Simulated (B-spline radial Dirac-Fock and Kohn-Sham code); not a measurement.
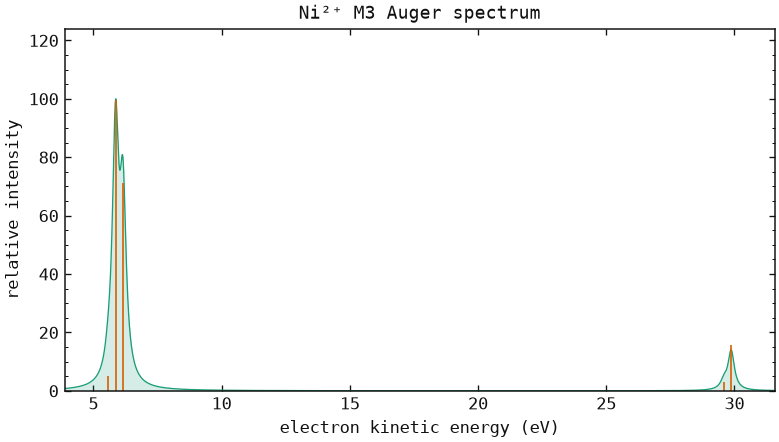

Figure. Auger and Coster–Kronig groups that fill an M3 (3p3/2) hole, broadened by 0.30 eV full width. Kinetic energies count from the vacuum level; very weak lines are left out. System: Ni²⁺, configuration [Ar] 3d7 4s1, which is not the ground configuration. Level of theory: independent-particle Coulomb rates on relativistic LDA orbitals, configuration-average energies from Dirac–Fock; calculated with a B-spline radial code. Widths ruled by Coster–Kronig decay come out up to twice the measured ones in this model.

Summarise the result.

The strongest group is M3-M4M5 at 5.862 eV (51 % of the non-radiative width), followed by M3-M5M5 at 6.152 eV (37 %), M3-M5N1 at 29.87 eV (8.0 %), M3-M4M4 at 5.573 eV (2.5 %). The lines shown span 5.573 eV to 29.87 eV.
